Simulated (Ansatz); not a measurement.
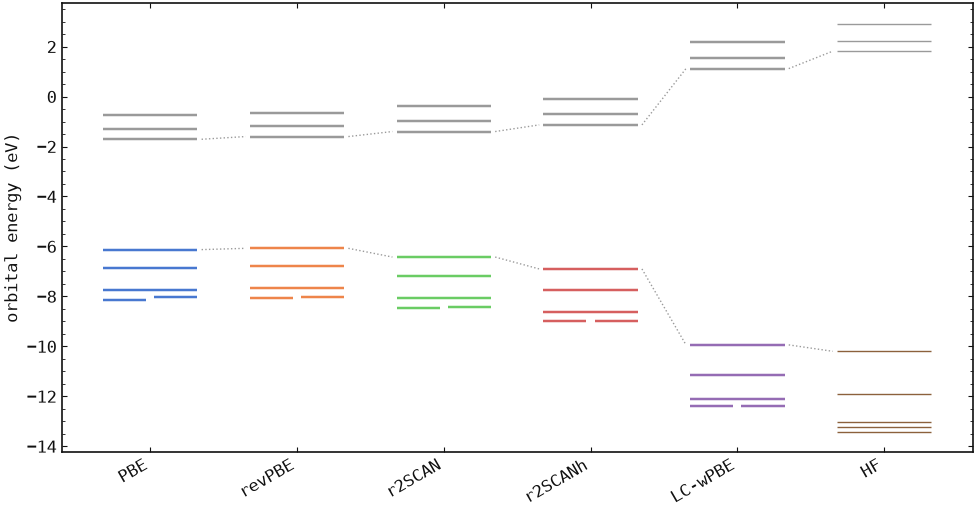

Frontier orbital energies of SnSiH₆O₂, SMILES O[SiH2][SnH2][OH], singlet at one geometry, def2-TZVPP, the Ansatz code, at a PBE0-D4/def2-TZVP geometry (a minimum by its frequencies). Empty levels are grey, levels within 0.1 eV stand side by side; all columns show the same few orbitals around the gap. Dotted lines join the HOMOs and the LUMOs.

Compare the HOMO-LUMO separations.

The separation grows from 4.42 eV (PBE) to 12.01 eV (HF).

| level | HOMO (eV) | LUMO (eV) | separation (eV) |
| --- | --- | --- | --- |
| PBE | −6.13 | −1.71 | 4.42 |
| revPBE | −6.08 | −1.60 | 4.47 |
| r2SCAN | −6.43 | −1.40 | 5.02 |
| r2SCANh | −6.90 | −1.13 | 5.77 |
| LC-wPBE | −9.94 | 1.12 | 11.06 |
| HF | −10.20 | 1.82 | 12.01 |

Limits of at least one run: core potentials past krypton; empty levels above zero depend strongly on the basis; one conformer of a flexible molecule; spin-orbit coupling is left out, and with Sn it can shift these levels and split any degenerate set.
